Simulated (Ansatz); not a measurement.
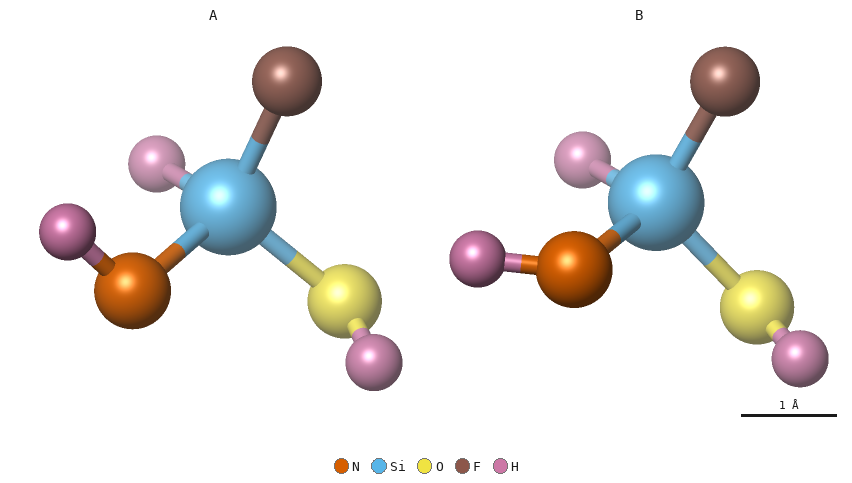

Two geometries of SiNH₃OF (multiplicity 2), drawn at one scale. One is the start of a relaxation, the other its converged end. A ball-and-stick model, seen at a tilt.

Theory: UKS PBE0-D4/def2-TZVP (Ansatz 0.2.0). (force threshold 0.005 eV/Å; at most 150 steps)

### Which of the two is the end point?

Structure B is the relaxed one. The start comes from PBE-D4/def2-SVP. An H atom moves most after the best rigid fit: 0.41 Å. Largest moves by element: H 0.41 Å, N 0.36 Å, F 0.16 Å, O 0.16 Å, Si 0.06 Å. Some distances before and after: F–Si 1.640 → 1.592 Å, O–Si 1.659 → 1.623 Å, N–Si 1.767 → 1.741 Å, H–Si 1.494 → 1.474 Å. Bond angles that change, for instance: N–Si–H 113.1° → 118.3°, Si–N–H 112.2° → 117.1°, N–Si–F 108.7° → 104.5°. Groups turn about N–Si by about 55°. After 22 accepted moves (27 points after the start) the energy has fallen by 0.083 eV. Largest force component: 1.1 eV/Å at the start, 0.0028 eV/Å at the end. The line search rejected the trial steps at points 6, 12, 15, 17, 20 of the run. The forces were under the threshold at step 23, but the run went on from there. The run took roughly 4 core-minutes on a shared host.
